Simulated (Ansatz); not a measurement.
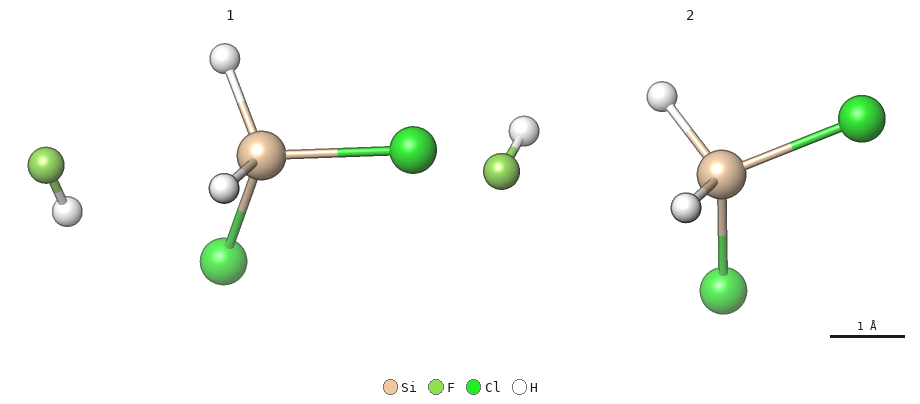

Two geometries of SiH3Cl2F, drawn at one scale. One is the start of a relaxation, the other its converged end. Style: ball-and-stick. Shown at a tilt.

Method: Ansatz 0.2.0, RKS PBE0-D4/def2-SVP. Set-up: no spin polarisation; force threshold 0.03 eV/Å; at most 50 steps.

Which one is relaxed?

Answer. Structure 1 is the relaxed one. The run prepares an end point of a later path (reaction) calculation, from a guessed geometry. The atom that moves furthest after the best rigid fit is an H atom (1.10 Å). Largest moves by element: H 1.10 Å, Cl 0.67 Å, Si 0.27 Å, F 0.19 Å. Among the contacts that change: Cl–Si 2.054 → 2.086 Å, H–Si 1.447 → 1.478 Å, F–H 0.910 → 0.929 Å. Bond angles that change, for instance: Cl–Si–Cl 109.7° → 107.4°, H–Si–H 113.3° → 115.5°. Over 18 accepted moves (22 points after the start) the energy falls by 0.192 eV. Largest force component: 0.65 eV/Å at the start, 0.0081 eV/Å at the end. The line search rejected the trial steps at points 2, 8, 14, 18 of the run. The run took 17 s on 2 threads of AMD EPYC 9R45 96-Core Processor (Zen 5), on a shared host, peak memory 0.19 GiB.
